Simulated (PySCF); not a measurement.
```xyz
14

F    -1.9887   -0.3466   -1.3644
C    -2.0729    0.2282   -0.1400
F    -3.3925    0.3654    0.0973
Cl   -1.3697    1.8746   -0.2744
Si   -1.1463   -0.8079    1.2261
Si    1.0593   -0.9713    0.5259
Si    2.1778    0.9878   -0.0546
H    -1.4418   -0.0178    2.4238
H    -2.0063   -1.9953    1.3038
H     1.7406   -1.6670    1.6326
H     1.0983   -1.9523   -0.5719
H     1.8833    1.4010   -1.4262
H     1.8275    2.0907    0.8424
H     3.6306    0.8101    0.0375
```

Geometry: GFN2-xTB.

Method: CAM-B3LYP/def2-SVPD, SCF density, gas phase (PySCF 2.14.0).

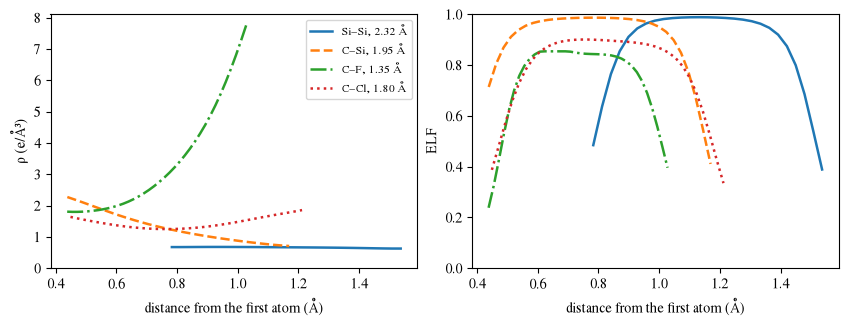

CH7ClF2Si3 (SMILES FC(F)(Cl)[SiH2][SiH2][SiH3]). Electron density and electron localisation function along straight lines between neighbouring atoms. The curves leave out the atomic cores.

### What kind of bonding do the profiles show?

Si–Si (2.32 Å): ρ at the midpoint is about 0.67 e/Å³; the ELF peaks at about 1 between the atoms: localised, covalent bonding.
C–Si (1.95 Å): ρ at the midpoint is about 0.91 e/Å³; the ELF peaks at about 1 between the atoms; localised, covalent bonding.
C–F (1.35 Å): ρ is about 2.3 e/Å³ halfway, with its minimum of 1.8 e/Å³ about 0.5 Å from C; the ELF peaks at about 0.85 between the atoms; a shared but strongly polarised pair.
C–Cl (1.80 Å): the density is about 1.3 e/Å³ at the midpoint; the ELF peaks at about 0.90 between the atoms, as expected for a shared electron pair.
